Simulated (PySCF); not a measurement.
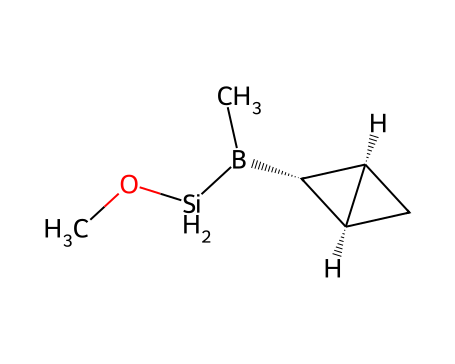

The computed structure is the end point of a GFN2-xTB optimisation. No frequency run is at hand to confirm it as a minimum. Level of theory: PBE0/pcSseg-1, gas phase (PySCF 2.14.0).

Computed properties:

The species is C6H13BOSi (`CO[SiH2]B(C)[C@H]1[C@@H]2C[C@@H]21`).
- dipole moment: 0.65 D
- HOMO energy (Kohn–Sham orbital): −7.35 eV
- LUMO energy (Kohn–Sham orbital): −1.53 eV
- HOMO–LUMO gap: 5.82 eV

The geometry is semi-empirical. Around B, Si such bond lengths and angles can be off by a tenth of an ångström or more and by several degrees, and values that hang on the shape move with them.
